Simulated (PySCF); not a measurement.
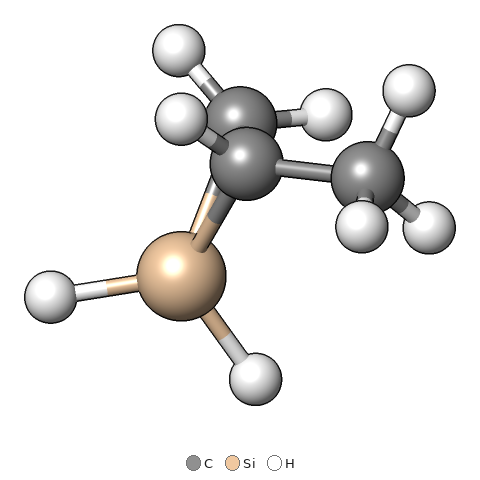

Geometry used (C₃H₈Si, SMILES C[C@H]1C[SiH2]1).

Vertical TDHF excitations, HF/def2-SVPD, PySCF, at a PBE0-D3(BJ)/def2-SVP geometry (no frequency check), gas phase.

Q: Predict the low-lying singlet excitations and the spectrum.

A: The lowest singlet lies at 6.88 eV (180 nm, f = 0.276); the brightest of the first 10 is S1 at 6.88 eV (180 nm), f = 0.276, mainly HOMO → LUMO+1 (85 %). No singlet lies below 3.1 eV (beyond 400 nm), so at this level no vertical transition falls in the visible.


```csv
state,E (eV),λ (nm),f,main character
S1,6.88,180,0.276,HOMO → LUMO+1 (85 %)
S2,7.03,176,0.021,HOMO → LUMO (38 %)
S3,7.58,163,0.027,HOMO → LUMO (35 %)
S4,7.64,162,0.044,HOMO → LUMO+4 (35 %)
S5,7.78,159,0.002,HOMO → LUMO+5 (24 %)
S6,8.38,148,0.010,HOMO → LUMO+3 (48 %)
S7,8.55,145,0.022,HOMO → LUMO+5 (21 %)
S8,8.65,143,0.008,HOMO−1 → LUMO+1 (32 %)
S9,9.17,135,0.047,HOMO−1 → LUMO+2 (19 %)
S10,9.18,135,0.018,HOMO → LUMO+7 (54 %)
```

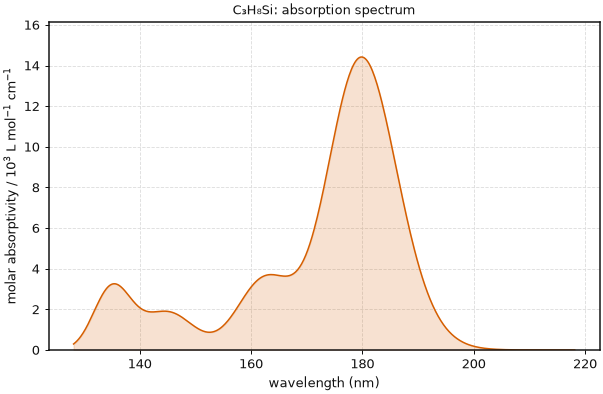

The lowest 10 singlet states are shown; each is broadened by a Gaussian of 1/e half-width 0.33 eV.

Note: states above the negative HOMO energy depend on the basis; core orbitals are frozen in the response.
